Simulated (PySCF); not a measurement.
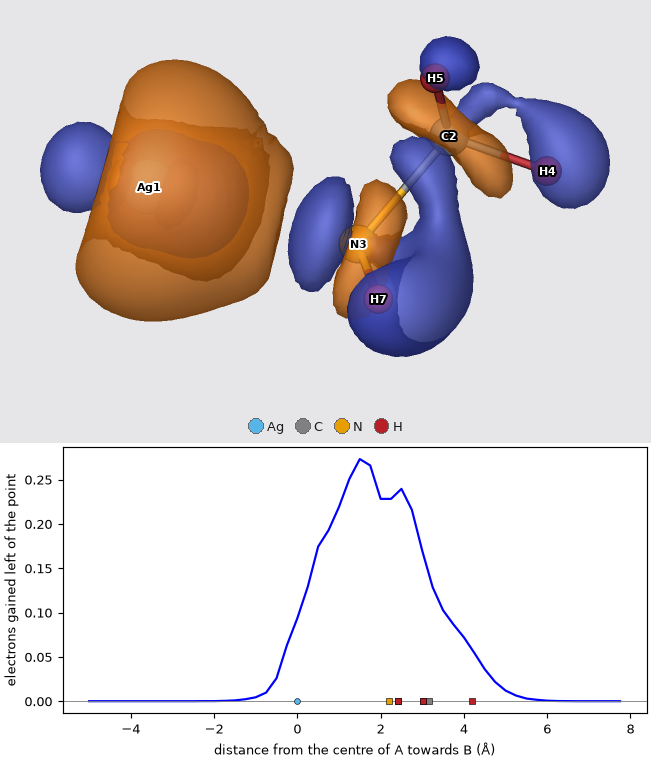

CH5AgN, charge +1, SMILES `[Ag+].CN`. Density of the complex less the densities of the two fragments at the same geometry, ±0.02 e/Å³ (orange: gain, blue: loss). Fragment A: Ag(+1) (atom 1); fragment B: H5CN. Below: the charge-displacement curve along the line of centres (A on the left).

Level of theory: PBE/def2-SVPD (PySCF), at a geometry from GFN2-xTB. Core potentials replace the inner electrons of Ag; spin–orbit coupling isn't included. GFN2-xTB bond lengths at metals and heavier atoms can be off by up to 0.1 Å and shapes distorted, which carries into these values.

Cartesian coordinates (Å):

```
Ag1     -0.7605    0.0417   -0.0000
C2       2.4228    0.4599   -0.0007
N3       1.4219   -0.6397   -0.0007
H4       3.4374    0.0582    0.0007
H5       2.2924    1.0770    0.8900
H6       2.2944    1.0755   -0.8867
H7       1.6149   -1.2257    0.8187
H8       1.6167   -1.2272   -0.8129
```

Q: How is the density rearranged on binding?

A: Hirshfeld charges show 0.242 e passing from B to A. By Hirshfeld charges, electrons gather most on Ag1 (−0.242 e) and leave H4 most (+0.051 e); 0.51 e is displaced in all.

Q: What is the interaction energy, and which contacts carry it?

A: The counterpoise-corrected interaction energy of the frozen fragments is −54.2 kcal/mol without dispersion correction and −55.8 kcal/mol with D3(BJ). D3 uses neutral-atom coefficients and tends to overbind metal cations. The pair geometry is semi-empirical, not a minimum at this level. Contacts: Ag1···N3, strong, partly covalent contact, 2.29 Å, ρ = 0.065 a.u. The pose is a local one from a semi-empirical search, not shown to be the most stable.
